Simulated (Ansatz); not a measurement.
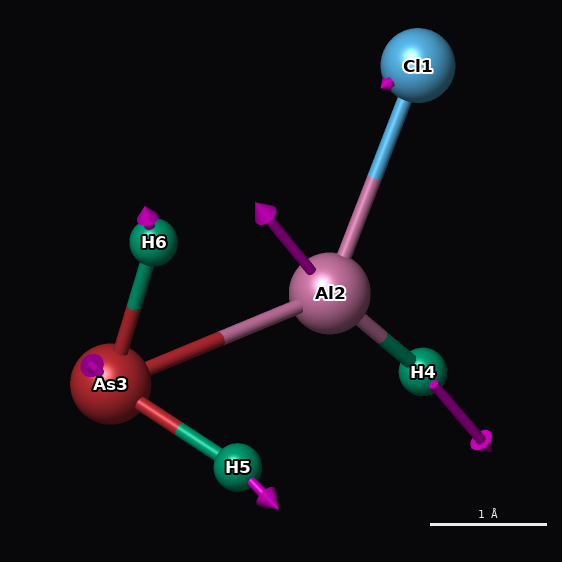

Arrows show the forces on the atoms, 0.4 Å of arrow for 1 eV/Å; forces under a tenth of the largest aren't drawn. Level of theory: r2SCANh-D4/def2-TZVPP (Ansatz 0.2.0).

**Along which bond is the force strongest?**

Al2–H4, now 1.436 Å: the forces push its atoms apart, so a first step downhill lengthens it.

List the force components in the frame of the picture (x right, y up, z towards the viewer), in eV/Å.

```json
{"atom": "Cl1", "Fx": "−0.23", "Fy": "−0.14", "Fz": "0.11"}
{"atom": "Al2", "Fx": "−1.21", "Fy": "1.49", "Fz": "1.51"}
{"atom": "As3", "Fx": "−0.30", "Fy": "0.30", "Fz": "−0.82"}
{"atom": "H4", "Fx": "1.25", "Fy": "−1.46", "Fz": "−1.67"}
{"atom": "H5", "Fx": "0.60", "Fy": "−0.62", "Fz": "0.46"}
{"atom": "H6", "Fx": "−0.11", "Fy": "0.44", "Fz": "0.41"}
```
